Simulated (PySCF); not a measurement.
CH2FGe (charge −1)

```xyz
5

C    -1.6255    0.9858   -0.8419
F    -1.5429   -0.9317    1.2725
Ge   -0.9520   -0.6778   -0.4878
H    -2.2119    1.6057   -0.1490
H    -1.4474    1.4397   -1.8281
```

Geometry: PBE0-D3(BJ)/def2-SVPD.

These are results of Gaussian-basis quantum chemistry of an isolated molecule with PySCF, energy and nuclear gradient, functional PBE0 in PySCF, not measurements.

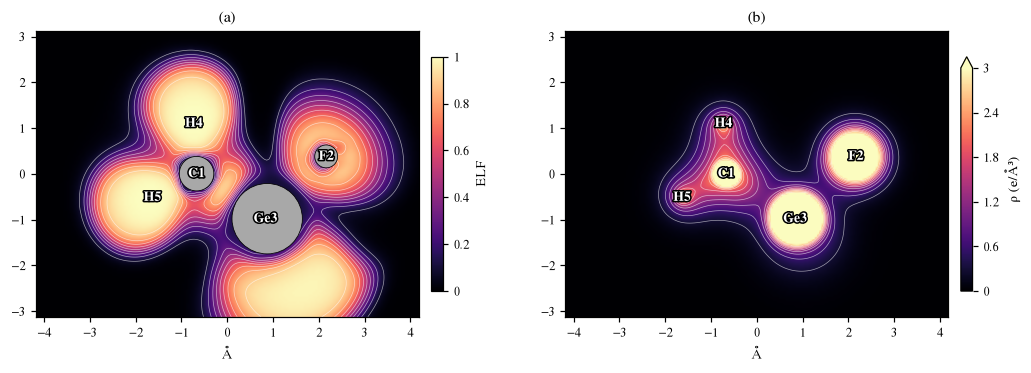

Figure 1. (a) electron localisation function; (b) total electron density on the molecular plane. Grey discs cover the atomic cores in the ELF map.

### Describe what can be read from this map.

Atoms in the plane: C, F, Ge and H. C–Ge (1.83 Å): the density is about 1 e/Å³ at the midpoint; the ELF peaks at about 0.90 in the valence shell of C, 0.6 Å from its nucleus, and is about 0.55 at the midpoint. Ge–F (1.87 Å): ρ is about 0.69 e/Å³ halfway; the ELF peaks at about 0.85 in the valence shell of F, 0.5 Å from its nucleus, and is about 0.20 at the midpoint. C–H (1.10 Å): ρ is about 1.9 e/Å³ halfway; the ELF climbs to about 1 towards the hydrogen, as it does in any bond to H; a covalent bond by its length. The ELF also peaks beside F2, away from the bonds: lone-pair regions.

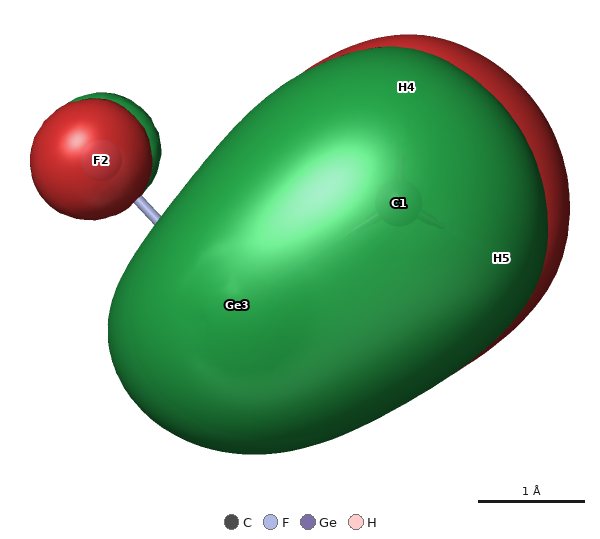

Figure 2. The HOMO at ±0.06 Å⁻³ᐟ² (green and red are the two phases), seen across its widest extent.

### Where does this orbital lie, and at what energy?

By Hirshfeld shares it lies mainly on C1 (about 50 %) and Ge3 (about 35 %); it changes sign across the molecular plane (π type); π-bonding across C1–Ge3. Its energy is −0.54 eV.

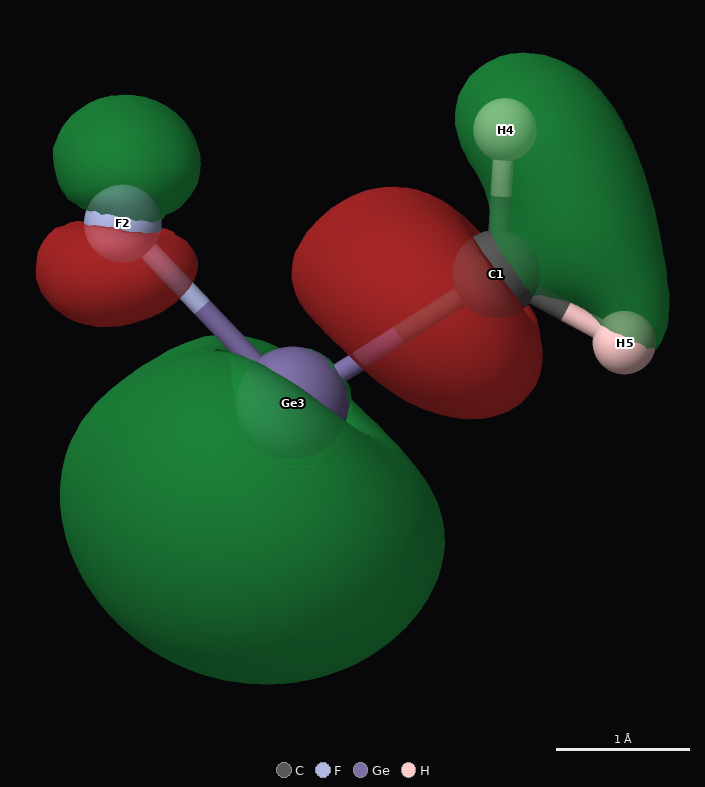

Figure 3. The HOMO−1 at ±0.1 Å⁻³ᐟ² (green and red are the two phases), seen across its widest extent.

### Describe this orbital and give its energy.

It lies mainly on Ge3 (about 70 %), C1 (about 20 %) and F2 (about 10 %); it is symmetric in the molecular plane (an in-plane orbital: σ, lone-pair or in-plane π type). Its energy is −1.15 eV.
